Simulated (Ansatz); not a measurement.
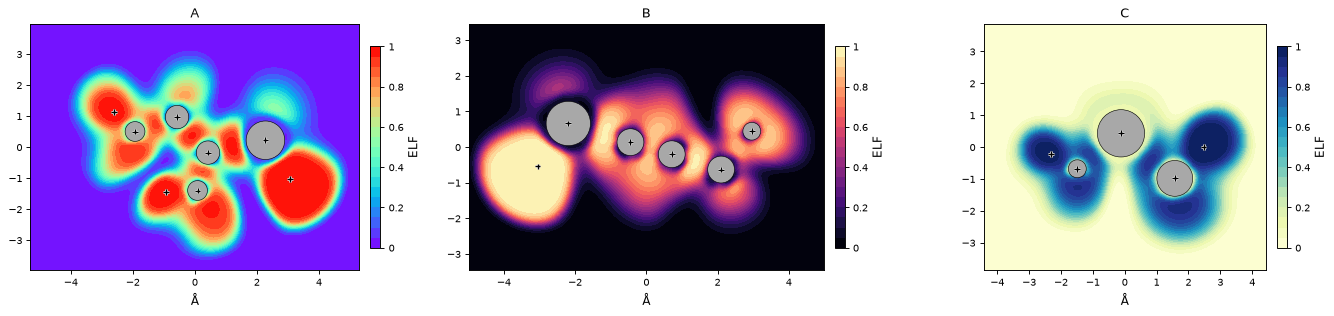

The electron localisation function of 3 systems, each on a plane through atoms (crosses mark nuclei in the plane; grey discs cover the cores).

Method: RKS PBE0-D4/def2-TZVPP in Ansatz.

System 1: GeH₄O₂S₂ (SMILES [OH][Ge]([OH])([SH])[SH]), the plane of atoms O1, Ge2 and S4. Geometry: PBE0-D4/def2-TZVP.

```xyz
9

O    -0.2933    1.0609   -1.4622
Ge    0.0884    0.0412   -0.0709
O     1.8309   -0.1759    0.1230
S    -0.9751   -1.8115   -0.6030
S    -0.4390    0.9558    1.8610
H     0.0099    1.9648   -1.3390
H     2.2158   -0.6644   -0.6100
H    -0.6048   -2.4126    0.5406
H    -1.7443    0.9955    1.5435
```

System 2: C₂H₈N₂Si (SMILES N=C([SiH3])CN), the plane of atoms Si3, C2 and C4. Geometry: PBE0-D4/def2-TZVP.

```xyz
13

N    -1.4232    0.0099    1.0047
C    -0.3355   -0.2530    0.4077
Si    0.7066   -1.6864    1.0737
C     0.1678    0.5245   -0.7958
N    -0.6368    1.6978   -1.0564
H    -1.8734    0.8046    0.5297
H     1.9682   -1.1497    1.6560
H     1.0888   -2.5896   -0.0483
H    -0.0561   -2.4331    2.0987
H     1.2387    0.7349   -0.6501
H     0.1164   -0.1460   -1.6612
H    -0.3260    2.4916   -0.5130
H    -0.6152    1.9595   -2.0308
```

System 3: C₃H₅FSi (SMILES FCC#C[SiH3]), the plane of atoms F1, C2 and C3. Geometry: PBE0-D4/def2-TZVP.

```yaml
atoms:
  - { symbol: F, position_ang: [-2.3550, -0.5254, -1.7938] }
  - { symbol: C, position_ang: [-1.0740, -0.0350, -1.9423] }
  - { symbol: C, position_ang: [-0.3649, -0.0138, -0.6770] }
  - { symbol: C, position_ang: [0.2420, 0.0116, 0.3672] }
  - { symbol: Si, position_ang: [1.1462, 0.0440, 1.9485] }
  - { symbol: H, position_ang: [-1.1428, 0.9768, -2.3546] }
  - { symbol: H, position_ang: [-0.5472, -0.6713, -2.6607] }
  - { symbol: H, position_ang: [0.4621, 0.9606, 2.8927] }
  - { symbol: H, position_ang: [1.1888, -1.3230, 2.5222] }
  - { symbol: H, position_ang: [2.5279, 0.5242, 1.7006] }
```

Question: Match each panel to its system.

Answer: Panel A is system 2, C₂H₈N₂Si: the plane holds N, C, Si and H. C–N (1.27 Å): the ELF peaks at about 0.90 between the atoms; a short, multiple covalent bond. Panel B is system 3, C₃H₅FSi: the plane holds F, C, Si and H. C–C (1.21 Å): the ELF peaks at about 0.85 between the atoms: a multiple bond. Panel C is system 1, GeH₄O₂S₂: the plane holds O, Ge, S and H. Ge–O (1.77 Å): the ELF peaks at about 0.85 in the valence shell of O, 0.6 Å from its nucleus, and is about 0.35 at the midpoint.
